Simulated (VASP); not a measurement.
Band structure of K₂PtC₂ (space group P-3m1). These are PBEsol GGA, VASP's PBE PAW potentials (set 64) (plane waves; VASP) values and carry that method's errors.

Unless said otherwise, spin-orbit coupling is left out, though it shifts the bands of the heavy elements here.

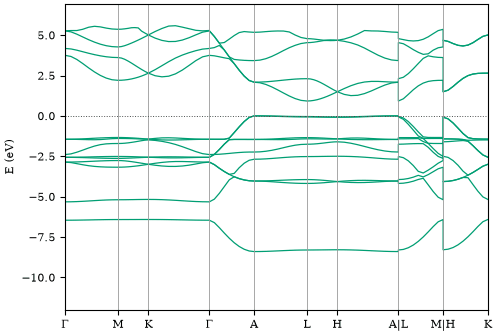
Bands along high-symmetry lines, zero at the valence-band maximum or, without a gap, the Fermi level

Read the plot: is there a gap, and where are the band edges?

The gap is indirect, 0.92 eV, from the valence maximum at A to the conduction minimum at L. (Edges off the drawn lines would not show.)

The structure comes from a computed database's K2PtC2 entry (P-3m1); how it stands against other phases isn't given here. It was relaxed first.
